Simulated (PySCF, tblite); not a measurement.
**C₅H₁₀N₂Si₂: infrared bands, NMR shifts and electronic excitations in gas and solvents, part 1 of 2**

Aim: compute the infrared bands, NMR shifts and electronic excitations of C₅H₁₀N₂Si₂ (`N[Si@@H]([SiH3])c1ccncc1`), and see what a dielectric continuum does where one was used.

Computed with tblite 0.8.0 and PySCF 2.14.0, with density-fitted response routines of our own, on a single molecule, in the gas phase or a continuum. Atoms count from 0, in the outputs and in this text.

## (1) Starting geometry

19 atoms, charge 0, multiplicity 1; geometry from: force field or distance geometry start.

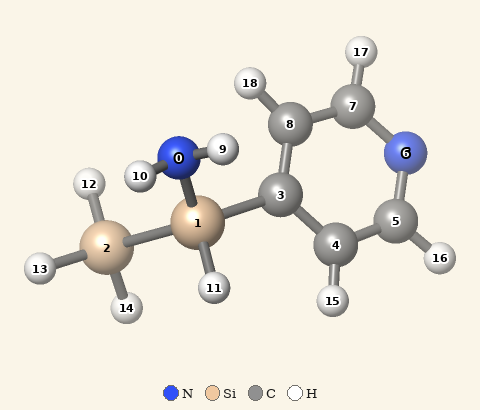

The starting geometry (nitrogen blue, silicon light orange, carbon grey, hydrogen white), atoms numbered.

## (2) Geometry optimisation with GFN2-xTB

What the job is given:

```
{"job": {"kind": "relax", "xc": "GFN2-xTB", "basis": "xTB"}, "charge": 0, "multiplicity": 1}
N     -1.276700     1.990100    -1.043800
Si    -1.180300     0.821800     0.183500
Si    -2.760700    -0.879800     0.079500
C      0.537000     0.079000     0.130200
C      1.267700    -0.154300     1.321800
C      2.532700    -0.710000     1.220500
N      3.127800    -1.051100     0.056400
C      2.423500    -0.823100    -1.060200
C      1.148300    -0.280400    -1.076800
H     -0.514600     2.645300    -0.939200
H     -2.132300     2.545600    -0.915700
H     -1.335100     1.583800     1.451200
H     -2.627300    -1.664800    -1.167400
H     -4.132000    -0.283400     0.097800
H     -2.645200    -1.783800     1.244800
H      0.870900     0.099800     2.307100
H      3.131500    -0.893300     2.117400
H      2.912300    -1.113100    -1.989400
H      0.642900    -0.119000    -2.025100
```

On the command line:

```bash
OMP_NUM_THREADS=1 python probes_run.py task.json out
```

The driver reads the jobs from task.json and runs them one after another.

The log of the run:

```text
step      E/eV     max force
  0    -682.36468    1.832
  1    -682.46161    0.564
  2    -682.49212    0.472
  3    -682.52161    0.393
  4    -682.53833    0.355
  5    -682.56571    0.322
  6    -682.58252    0.290
  7    -682.59896    0.241
  8    -682.61081    0.235
  9    -682.61859    0.175
 10    -682.62273    0.130
 11    -682.62514    0.102
 12    -682.62699    0.110
 13    -682.62917    0.116
 14    -682.63169    0.114
 15    -682.63375    0.099
 16    -682.63509    0.088
 17    -682.63611    0.081
 18    -682.63734    0.105
 19    -682.63889    0.115
 20    -682.64039    0.095
 21    -682.64155    0.071
 22    -682.64254    0.075
 23    -682.64365    0.109
 24    -682.64495    0.113
 25    -682.64624    0.098
 26    -682.64737    0.080
 27    -682.64847    0.088
 28    -682.64963    0.086
 29    -682.65072    0.099
 30    -682.65159    0.087
 31    -682.65236    0.076
 32    -682.65309    0.063
 33    -682.65369    0.056
 34    -682.65411    0.055
 35    -682.65443    0.074
 36    -682.65468    0.067
 37    -682.65485    0.039
 38    -682.65495    0.022
 39    -682.65504    0.030
 40    -682.65513    0.039
 41    -682.65524    0.033
 42    -682.65531    0.015
 43    -682.65535    0.014
 44    -682.65538    0.013
 45    -682.65541    0.016
 46    -682.65544    0.018
 47    -682.65548    0.018
 48    -682.65552    0.014
 49    -682.65556    0.014
 50    -682.65559    0.013
 51    -682.65563    0.018
 52    -682.65568    0.017
 53    -682.65572    0.019
 54    -682.65577    0.019
 55    -682.65581    0.014
 56    -682.65585    0.014
 57    -682.65588    0.011
 58    -682.65592    0.012
 59    -682.65595    0.016
 60    -682.65599    0.017
 61    -682.65603    0.015
 62    -682.65607    0.013
 63    -682.65609    0.014
 64    -682.65613    0.014
 65    -682.65617    0.018
 66    -682.65623    0.023
 67    -682.65629    0.019
 68    -682.65632    0.015
 69    -682.65635    0.011
 70    -682.65638    0.020
 71    -682.65641    0.024
 72    -682.65644    0.017
 73    -682.65646    0.011
 74    -682.65648    0.011
 75    -682.65649    0.013
 76    -682.65652    0.020
 77    -682.65656    0.022
 78    -682.65660    0.016
 79    -682.65664    0.016
 80    -682.65667    0.013
 81    -682.65671    0.016
 82    -682.65676    0.017
 83    -682.65682    0.016
 84    -682.65687    0.013
 85    -682.65690    0.011
 86    -682.65692    0.010
```

It took 1.3 s on 1 thread of Arm Neoverse N1, shared host; peak memory 0.18 GiB.

Step by step: (not every step is listed)

```tsv
step	energy from step 0 (eV)	largest force (eV/Å)
0	0.0000	1.8317
1	-0.0969	0.5639
2	-0.1274	0.4717
3	-0.1569	0.3926
4	-0.1736	0.3550
5	-0.2010	0.3224
6	-0.2178	0.2898
7	-0.2343	0.2407
8	-0.2461	0.2352
15	-0.2691	0.0985
22	-0.2779	0.0755
29	-0.2860	0.0989
36	-0.2900	0.0670
43	-0.2907	0.0140
50	-0.2909	0.0132
57	-0.2912	0.0108
64	-0.2914	0.0137
71	-0.2917	0.0239
78	-0.2919	0.0162
81	-0.2920	0.0163
82	-0.2921	0.0166
83	-0.2921	0.0165
84	-0.2922	0.0134
85	-0.2922	0.0112
86	-0.2922	0.0104
```

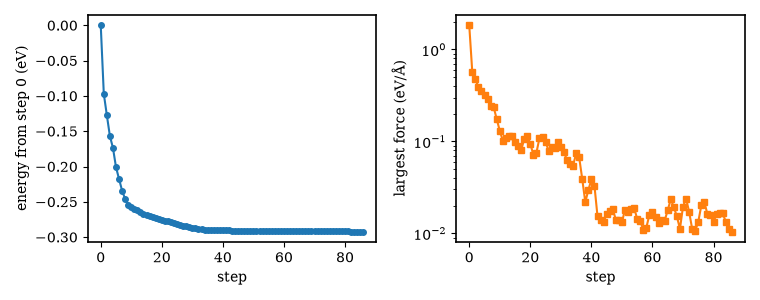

Energy and force, step by step.

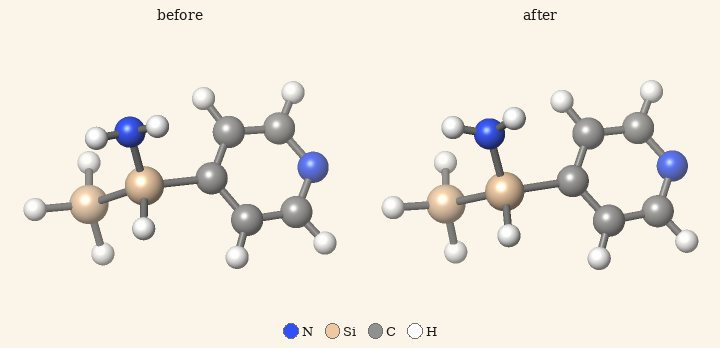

Before and after, at one scale.

Close pairs (by a distance rule), those that changed most:

```tsv
bond	before (Å)	after (Å)	change (Å)
N0–Si1	1.697	1.728	+0.031
C5–N6	1.351	1.323	-0.029
Si2–H13	1.495	1.468	-0.028
C3–C4	1.417	1.391	-0.026
N0–H10	1.028	1.007	-0.022
Si1–C3	1.872	1.893	+0.021
N6–C7	1.340	1.323	-0.017
Si1–Si2	2.325	2.309	-0.016
```

The next job starts from the end point, and lists it.

## (3) Harmonic vibrations with GFN2-xTB

What the job is given:

```
{"job": {"kind": "ir", "xc": "GFN2-xTB", "basis": "xTB"}, "charge": 0, "multiplicity": 1}
N     -1.281995     1.881283    -1.012192
Si    -1.177008     0.814064     0.343022
Si    -2.811184    -0.795827     0.081466
C      0.573676     0.105305     0.221671
C      1.326952    -0.188053     1.353317
C      2.588045    -0.741882     1.209174
N      3.131411    -1.019415     0.035722
C      2.421354    -0.747714    -1.047086
C      1.152934    -0.194018    -1.007788
H     -0.552824     2.560331    -1.166897
H     -2.173324     2.280183    -1.256457
H     -1.213390     1.510125     1.651717
H     -2.694405    -1.567583    -1.158463
H     -4.148899    -0.192350     0.067617
H     -2.802429    -1.767250     1.178689
H      0.934235     0.021709     2.337743
H      3.199884    -0.975081     2.071938
H      2.899934    -0.987955    -1.988655
H      0.617229     0.013380    -1.921999
```

The log of the run:

```text
mode    cm-1     km/mol
  1     -10.2      0.15
  2      18.2      0.32
  3      57.1      1.36
  4     126.2      0.75
  5     139.3      0.48
  6     185.0      0.87
  7     232.2     12.41
  8     270.3      5.74
  9     315.2      0.01
 10     357.7     28.66
 11     434.8     29.30
 12     442.4     19.50
 13     459.2     11.38
 14     484.4      0.84
 15     520.7    146.44
 16     629.9      0.31
 17     636.8    348.25
 18     672.1    122.35
 19     695.9      4.51
 20     703.0     12.10
 21     772.4     14.08
 22     787.2    606.08
 23     808.5    146.80
 24     813.8     81.53
 25     823.7     45.90
 26     884.1    136.55
 27     892.5      1.29
 28     915.7      0.61
 29     923.3      0.06
 30    1005.0     16.79
 31    1104.7      3.35
 32    1122.3      1.54
 33    1155.7     19.77
 34    1212.2      1.36
 35    1266.1      0.65
 36    1281.2      2.34
 37    1366.3     14.84
 38    1459.9     25.35
 39    1524.8     52.55
 40    1544.2      2.61
 41    1581.9     72.61
 42    2070.0    329.16
 43    2217.2    366.27
 44    2235.6    390.22
 45    2240.1    201.79
 46    3043.3     49.33
 47    3044.3     44.76
 48    3069.6     47.50
 49    3080.5     36.70
 50    3461.8      1.24
 51    3505.2      2.95
```

It took 1.5 s on 1 thread of Arm Neoverse N1, shared host; peak memory 0.18 GiB.

The strongest bands and the atoms that carry them (share of the mass-weighted mode):

```tsv
cm⁻¹	km/mol	atoms
521	146.4	H9 40 %, H10 36 %, N0 19 %
637	348.2	H11 79 %
787	606.1	H12 24 %, H14 24 %, H13 22 %, H9 10 %
808	146.8	H13 44 %, H14 44 %
2070	329.2	H11 97 %
2217	366.3	H13 96 %
2236	390.2	H14 83 %, H12 13 %
2240	201.8	H12 83 %, H14 14 %
```

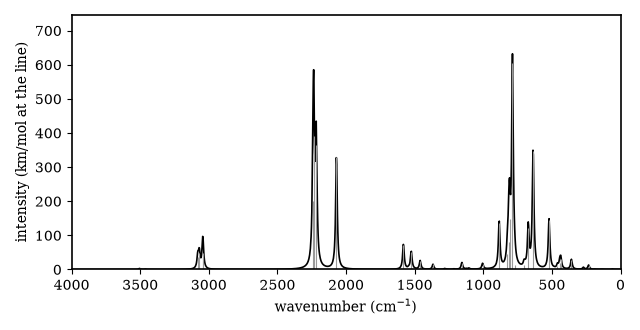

The infrared spectrum from these modes, unscaled. Lines are broadened to a width of 14 cm⁻¹ (Lorentzian).

## (4) Optimising the geometry at PBE0-D3(BJ)/def2-SVP

What the job is given:

```
{"job": {"xc": "PBE0", "basis": "def2-SVP", "d3": "d3bj", "grid": 1, "shake": 0.01, "kind": "geom"}, "charge": 0, "multiplicity": 1}
N     -1.261590     1.855730    -1.008010
Si    -1.182690     0.809540     0.340870
Si    -2.831380    -0.798150     0.072810
C      0.606910     0.107560     0.218140
C      1.324140    -0.194730     1.342770
C      2.584140    -0.737060     1.206790
N      3.140990    -1.021410     0.035960
C      2.436810    -0.742260    -1.052140
C      1.151110    -0.188610    -0.988440
H     -0.555520     2.557900    -1.156870
H     -2.182190     2.277270    -1.247630
H     -1.207590     1.511040     1.658420
H     -2.722690    -1.557370    -1.168060
H     -4.165590    -0.189590     0.074620
H     -2.806880    -1.778010     1.178950
H      0.933710     0.035760     2.345220
H      3.201820    -0.963960     2.069880
H      2.890680    -0.982110    -1.982830
H      0.615080     0.005550    -1.919710
```

The log of the run:

```text
step   0  E = -884.05961732  max force = 0.050341
step   1  E = -884.06900148  max force = 0.007117
step   2  E = -884.06919516  max force = 0.002496
step   3  E = -884.06908493  max force = 0.006072
step   4  E = -884.06929554  max force = 0.000947
step   5  E = -884.06931327  max force = 0.000937
step   6  E = -884.06934113  max force = 0.000911
step   7  E = -884.06936590  max force = 0.000779
step   8  E = -884.06938016  max force = 0.000663
step   9  E = -884.06939054  max force = 0.000367
optimisation converged
```

Run time: 5.1 min. Hardware: 1 thread of Arm Neoverse N1, shared host; peak memory 0.86 GiB.

The steps of the relaxation: (the energy doesn't fall at every step)

```tsv
step	energy from step 0 (eV)	largest force component (eV/Å)
0	0.0000	2.5886
1	-0.2554	0.3660
2	-0.2606	0.1283
3	-0.2576	0.3122
4	-0.2634	0.0487
5	-0.2638	0.0482
6	-0.2646	0.0468
7	-0.2653	0.0401
8	-0.2657	0.0341
9	-0.2659	0.0189
```

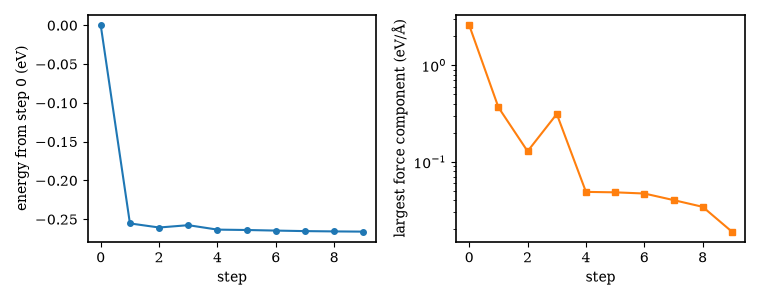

Energy and largest force along the relaxation.

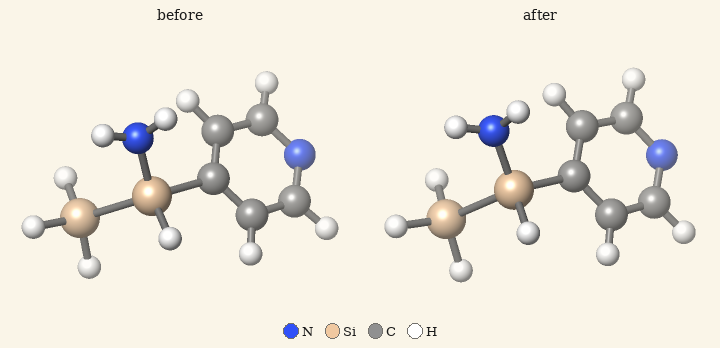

The geometry before (left) and after (right).

Close pairs (by a distance rule), those that changed most:

```tsv
bond	before (Å)	after (Å)	change (Å)
C3–C8	1.356	1.401	+0.044
Si1–C3	1.926	1.883	-0.043
Si2–H12	1.459	1.496	+0.037
C7–H17	1.063	1.097	+0.034
C3–C4	1.368	1.400	+0.032
Si2–H13	1.466	1.498	+0.032
N0–Si1	1.709	1.736	+0.027
Si1–Si2	2.318	2.345	+0.027
```

The next job starts from the end point, and lists it.

```tsv
at the end point	value
point group (found at 0.08 Å tolerance)	C1
rotational constants (GHz, main isotopes)	2.129, 0.665, 0.606
dipole moment (D)	3.01
```

## (5) Shielding tensors: PBE0/pcSseg-1

What the job is given:

```
{"job": {"kind": "nmr", "xc": "PBE0", "basis": "pcSseg-1"}, "charge": 0, "multiplicity": 1}
N     -1.365428     1.846259    -1.177890
Si    -1.157198     0.888796     0.255226
Si    -2.736360    -0.843184     0.178553
C      0.574420     0.150518     0.208079
C      1.257112    -0.223737     1.371847
C      2.520478    -0.804169     1.263291
N      3.130787    -1.024068     0.101491
C      2.487157    -0.669174    -1.007732
C      1.219652    -0.087206    -1.012005
H     -0.760327     2.648336    -1.326459
H     -2.304300     2.049860    -1.502826
H     -1.286114     1.607243     1.569885
H     -2.494793    -1.701445    -1.022471
H     -4.131852    -0.303109     0.100651
H     -2.624862    -1.688084     1.408028
H      0.818442    -0.062284     2.361035
H      3.067667    -1.102753     2.165512
H      3.007698    -0.857649    -1.954439
H      0.737643     0.186590    -1.954527
```

With the program's defaults for keys left out, this is: GIAO PBE0/pcSseg-1 NMR shielding, non-relativistic, gas phase.

The log of the run:

```text
coarse grid: 17008 points
cycle   1  E = -884.2942047621  dE =  1.086e+00  |g| = 4.789e-01  |ddm| = 4.143e+00
cycle   2  E = -884.2639174743  dE =  3.029e-02  |g| = 6.173e-01  |ddm| = 1.092e+00
cycle   3  E = -884.3477228874  dE = -8.381e-02  |g| = 6.540e-02  |ddm| = 6.512e-01
cycle   4  E = -884.3484821970  dE = -7.593e-04  |g| = 3.226e-02  |ddm| = 9.445e-02
cycle   5  E = -884.3487205419  dE = -2.383e-04  |g| = 1.139e-02  |ddm| = 4.212e-02
cycle   6  E = -884.3487502169  dE = -2.968e-05  |g| = 4.766e-03  |ddm| = 1.555e-02
cycle   7  E = -884.3487561138  dE = -5.897e-06  |g| = 5.811e-04  |ddm| = 5.162e-03
final grid: 155600 points
cycle   8  E = -884.3954171462  dE = -3.090e-05  |g| = 8.082e-03  |ddm| = 3.736e-02
cycle   9  E = -884.3954083015  dE =  8.845e-06  |g| = 1.039e-02  |ddm| = 1.813e-02
cycle  10  E = -884.3954323935  dE = -2.409e-05  |g| = 1.339e-03  |ddm| = 1.007e-02
cycle  11  E = -884.3954327910  dE = -3.975e-07  |g| = 4.427e-04  |ddm| = 1.664e-03
cycle  12  E = -884.3954328345  dE = -4.346e-08  |g| = 1.477e-04  |ddm| = 5.395e-04
cycle  13  E = -884.3954328396  dE = -5.135e-09  |g| = 3.555e-05  |ddm| = 1.647e-04
cycle  14  E = -884.3954328399  dE = -3.145e-10  |g| = 6.209e-06  |ddm| = 4.996e-05
converged SCF energy = -884.3954328399

GIAO shielding tensors (ppm)
atom      isotropic    diamagn.    paramagn.     s11        s22        s33       span
  0 N      256.642     317.163     -60.521    220.031    258.638    291.257     71.227
  1 Si     380.687     882.339    -501.652    341.490    364.676    435.894     94.405
  2 Si     455.094     880.866    -425.772    446.111    451.401    467.770     21.659
  3 C       34.572     262.207    -227.635    -60.389    -23.960    188.065    248.454
  4 C       50.861     256.447    -205.586    -69.435     49.884    172.133    241.568
  5 C       29.661     251.879    -222.218    -82.063     26.303    144.744    226.807
  6 N     -100.937     331.518    -432.455   -425.029   -178.983    301.201    726.231
  7 C       29.004     252.225    -223.221    -83.597     26.098    144.510    228.107
  8 C       50.304     256.537    -206.233    -72.238     45.170    177.981    250.219
  9 H       30.887      31.164      -0.277     23.545     27.041     42.074     18.529
 10 H       30.862      29.947       0.915     23.110     27.313     42.163     19.053
 11 H       25.705      30.411      -4.706     21.909     24.420     30.787      8.878
 12 H       27.864      29.643      -1.779     24.350     26.727     32.515      8.165
 13 H       27.704      28.674      -0.970     24.516     25.349     33.247      8.731
 14 H       27.883      29.330      -1.446     24.236     26.424     32.990      8.754
 15 H       23.914      33.513      -9.600     20.820     21.805     29.116      8.296
 16 H       22.538      28.319      -5.780     18.611     22.170     26.834      8.223
 17 H       22.444      28.838      -6.394     18.439     21.919     26.973      8.533
 18 H       23.358      34.185     -10.826     19.651     20.897     29.528      9.877
```

Wall time 90 s (1 thread of Arm Neoverse N1, shared host); peak memory 1 GiB.

The references, computed at this level on geometries of the same kind, shield at (ppm): ¹H TMS 31.27, ¹³C TMS 184.4, ²⁹Si TMS 352.0, ¹⁵N NH3 265.7. Their shielding less the atom's gives the shift. The references are single molecules in the gas phase, so shifts against H2O, NH3, PH3, H3PO4 or CFCl3 are not on the usual liquid scales and can be off by tens of ppm. Atoms listed in one row are averaged.

```tsv
atoms	environment	σ (ppm)	δ (ppm)	δ scaled to CDCl3
C5, C7	aromatic CH next to a ring nitrogen	29.3	155.1	150.1
C3	substituted aromatic carbon	34.6	149.8	145.0
C4, C8	aromatic CH	50.6	133.8	129.4
H16, H17	hydrogen on an aromatic CH next to a ring nitrogen	22.49	8.78	8.53
H15, H18	hydrogen on an aromatic CH	23.64	7.63	7.45
H11	hydrogen on a silicon bonded to C, N, Si	25.71	5.56	–
H12, H13, H14	hydrogen on a silicon bonded to Si	27.82	3.45	–
H9, H10	hydrogen on a nitrogen bonded to Si	30.87	0.39	–
N6	pyridine-type ring nitrogen	-100.9	366.6	–
N0	nitrogen bonded to Si, 2 H	256.6	9.0	–
Si1	silicon bonded to C, N, Si, H	380.7	-28.7	–
Si2	silicon bonded to Si, 3 H	455.1	-103.1	–
```

The scaled column applies a straight-line fit of computed shieldings to shifts measured in CDCl3 (root-mean-square error 0.21 ppm for H, 2.0 ppm for C).

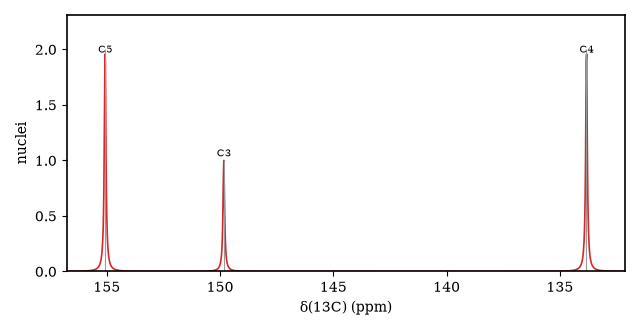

¹³C lines at the computed shifts, without couplings. Lines are broadened to a width of 0.08 ppm (Lorentzian).

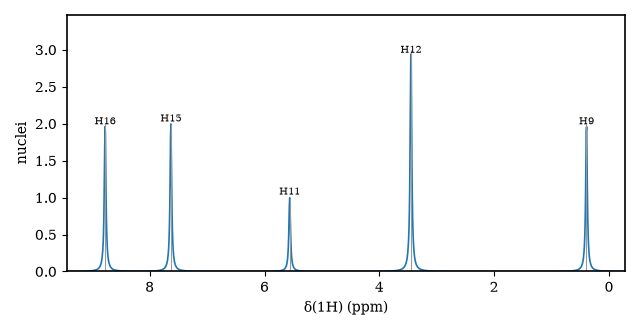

¹H lines at the computed shifts, without couplings. Lines are broadened to a width of 0.03 ppm (Lorentzian).

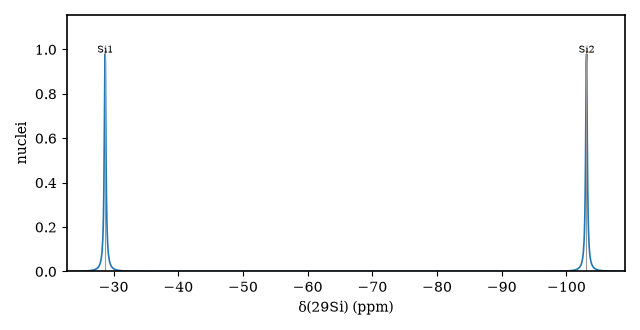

²⁹Si lines at the computed shifts, without couplings. Lines are broadened to a width of 0.30 ppm (Lorentzian).

Charges from the same density, by scheme (e):

```tsv
atoms	Mulliken	IAO	Hirshfeld	ESP fit
N0	-0.65	-0.83	-0.31	-1.03
Si1	0.66	0.76	0.30	0.44
Si2	0.20	0.25	0.20	0.14
C3	-0.33	-0.26	-0.09	0.57
C4, C8	-0.16	-0.17	-0.05	-0.75
C5, C7	0.16	-0.01	0.02	0.57
N6	-0.41	-0.27	-0.16	-0.74
```

Mulliken charges:

N0 -0.65; Si1 0.66; Si2 0.20; C3 -0.33; C4 -0.16; C5 0.16; N6 -0.41; C7 0.16; C8 -0.16; H9 0.20; H10 0.21; H11 -0.09; H12 -0.06; H13 -0.07; H14 -0.06; H15 0.09; H16 0.11; H17 0.11; H18 0.09

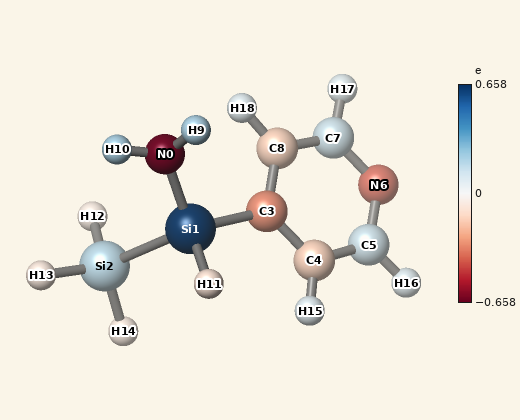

Mulliken charges, as colours on the atoms.

Mayer bond orders: N0–Si1 1.02, Si1–Si2 0.92, Si1–C3 0.84, C3–C4 1.39, C4–C5 1.40, C5–N6 1.47, N6–C7 1.47, C7–C8 1.39, C8–C3 1.40.

Ring of atoms C3, C4, C5, N6, C7, C8: NICS(0) -6.4, NICS(1) -11.0, NICS(1)zz -27.9 ppm (means of both faces).

The fields below are evaluated on a grid from the run's orbitals.

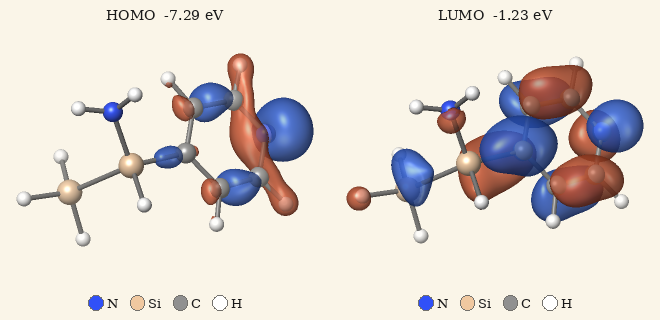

Frontier orbitals at PBE0/pcSseg-1; each surface holds 70 % of the orbital's density, blue and red mark the sign.

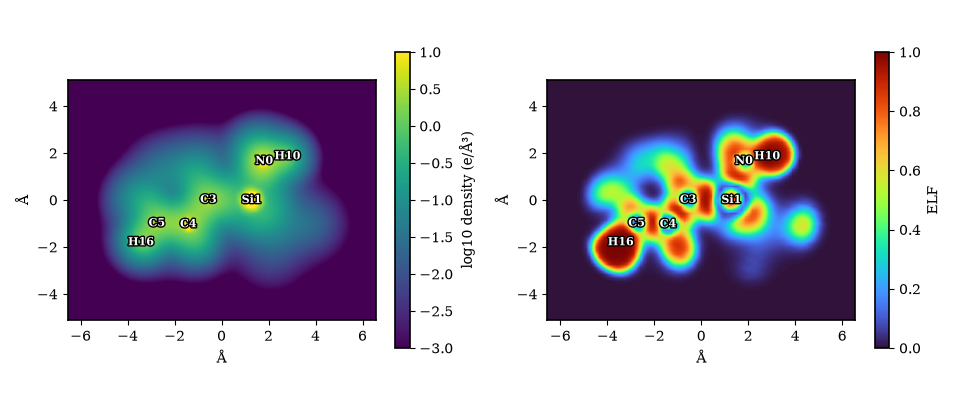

Density (left) and ELF (right) in a plane through or near 7 of the atoms.

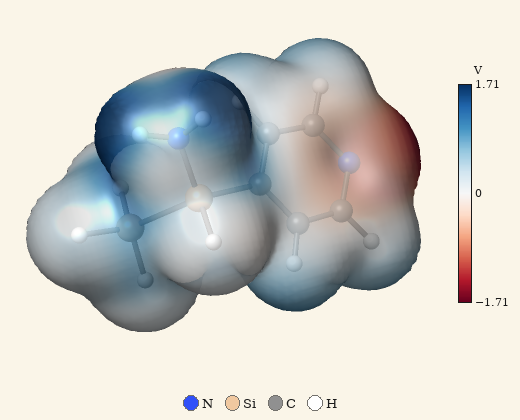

The potential that a unit positive charge feels on the 0.002 e/bohr³ surface, from -1.68 V near N6 to 1.71 V near H10.

(Continued in part 2 of 2.)
